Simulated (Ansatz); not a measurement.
BHCl2: several calculations on one system

## 1. Relaxation

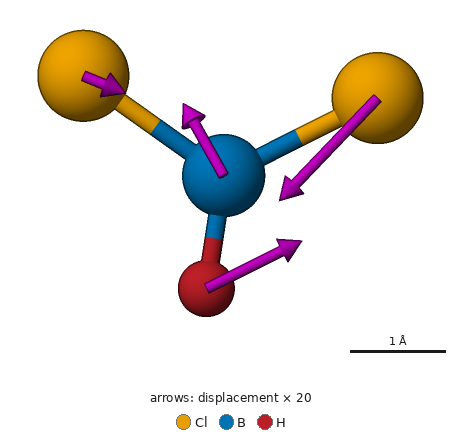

A relaxation of BHCl2 (coarse preliminary run). The starting structure is drawn; purple arrows show the displacements, magnified 20 times. The two geometries are superimposed by the best rigid fit.

A ball-and-stick model, seen face on.

Method: RKS PBE-D4/def2-SVP (Ansatz).

Input
```yaml
crystal:
  periodic: [false, false, false]
  atoms:
    - {symbol: Cl, position_ang: [-1.584200, -0.742600, 0.014200]}
    - {symbol: B, position_ang: [0.003400, 0.136400, -0.081800]}
    - {symbol: Cl, position_ang: [1.443600, -0.628800, 0.708500]}
    - {symbol: H, position_ang: [0.192600, 1.174700, -0.661200]}
basis:
  gaussian: {orbitals: def2-SVP}
hamiltonian: {xc: pbe, dispersion: d4}
relax: {f_tol: 0.03, max_steps: 250}
```

Question: What happened in the run?

Answer: The optimiser took 5 steps. The largest move after the best rigid fit is that of Cl1, 0.076 Å. By element the largest moves are Cl 0.076 Å, H 0.057 Å, B 0.046 Å. Among the contacts that change: Cl1–B2 1.817 → 1.749 Å, B2–Cl3 1.812 → 1.749 Å, B2–H4 1.204 → 1.209 Å. Bond angles that change, for instance: Cl1–B2–H4 125.4° → 119.7°, Cl3–B2–H4 116.7° → 119.7°, Cl1–B2–Cl3 117.8° → 120.6°.

## 2. Scan

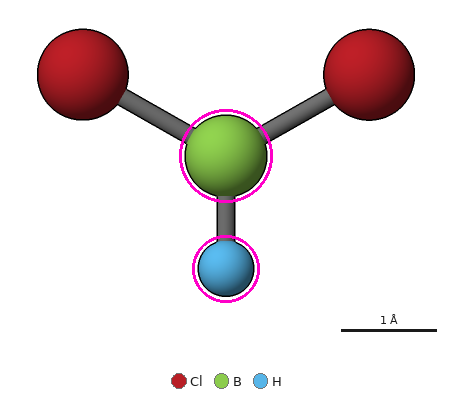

A scan of BHCl$_{2}$: the B2–H4 distance is varied, with the rest of the molecule carried along rigidly. The picture shows the minimum geometry. The ringed atoms are those of the scanned coordinate. The picture is a ball-and-stick view, seen face on.

Single-point energies from Ansatz with CCSD(T) in the def2-TZVPP basis, on geometries moved rigidly from the minimum at PBE0-D4/def2-TZVP. Coupled cluster with a frozen core. Energies are counted from the PBE0-D4/def2-TZVP minimum geometry at the same level.

The input:
```yaml
crystal:
  periodic: [false, false, false]
  atoms:
    - {symbol: Cl, position_ang: [-1.520740, -0.680178, -0.004176]}
    - {symbol: B, position_ang: [0.026401, 0.100158, -0.068738]}
    - {symbol: Cl, position_ang: [1.410714, -0.614525, 0.692605]}
    - {symbol: H, position_ang: [0.139025, 1.134246, -0.639991]}
basis:
  gaussian: {orbitals: def2-TZVPP}
correlation: {method: ccsd_t}
```

Question: Give the energy at each point (the distance: 1.021, 1.056, 1.107, 1.166, 1.187, 1.233, 1.304, 1.380, 1.460, 1.543 Å).

Answer:
| distance (Å) | ΔE (kcal/mol) |
| --- | --- |
| 1.021 | 10.1 |
| 1.056 | 5.8 |
| 1.107 | 1.9 |
| 1.166 | 0.1 |
| 1.187 | 0.0 |
| 1.233 | 0.7 |
| 1.304 | 3.5 |
| 1.380 | 8.2 |
| 1.460 | 14.4 |
| 1.543 | 21.5 |

The lowest computed point lies at the distance 1.187 Å (0.0 kcal/mol). The curvature at the lowest point is about 25 eV/Å² (4 mdyn/Å). The well is steeper on the short side, as for any bond.

The computed profile:

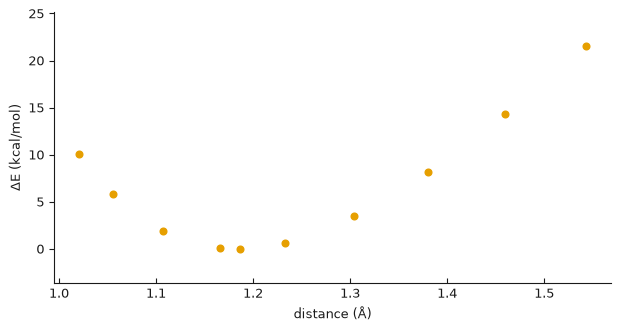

## 3. Scan

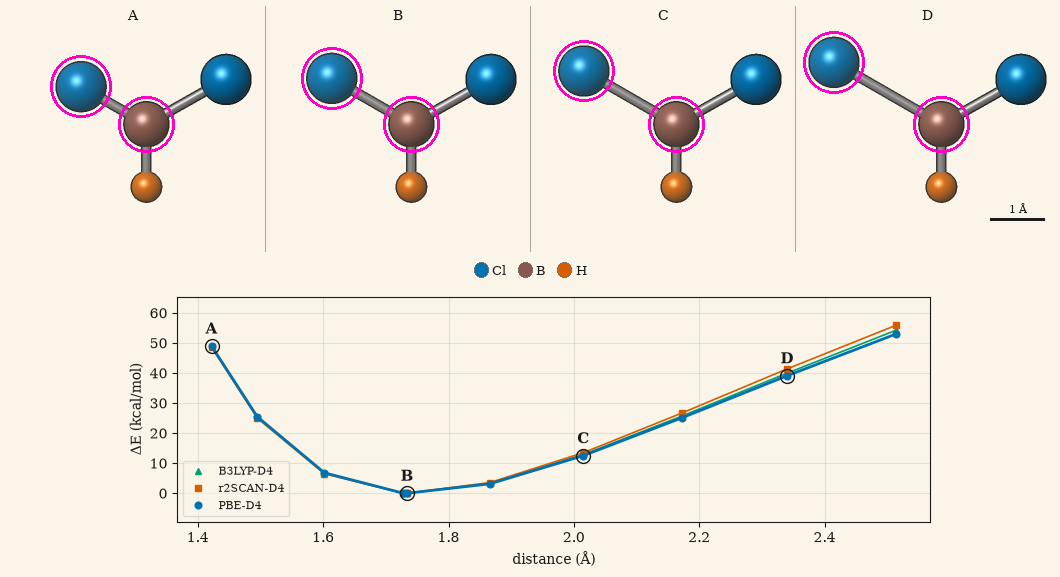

BHCl$_{2}$: one B–Cl bond length is varied, with the rest of the molecule carried along rigidly. The lettered frames are marked on the plot, at the values of PBE-D4. A ball-and-stick model, seen face on. The ringed atoms are those of the scanned coordinate.

Single-point energies from Ansatz with PBE-D4, r2SCAN-D4, B3LYP-D4 in the def2-TZVPP basis, on geometries moved rigidly from the minimum at PBE0-D4/def2-TZVP. Energies are counted from the PBE0-D4/def2-TZVP minimum geometry at the same level.

### Describe the profile.

With PBE-D4: of the computed points the lowest is at the distance 1.734 Å, 0.0 kcal/mol. At the ends of the scan the energy is 49.0 kcal/mol (1.422 Å) and 53.0 kcal/mol (2.514 Å). The curvature at the lowest point is about 25 eV/Å² (3.9 mdyn/Å). The well is steeper on the short side, as for any bond. At 2.514 Å the levels give PBE-D4 53.0 kcal/mol, B3LYP-D4 54.2 kcal/mol, r2SCAN-D4 55.9 kcal/mol.
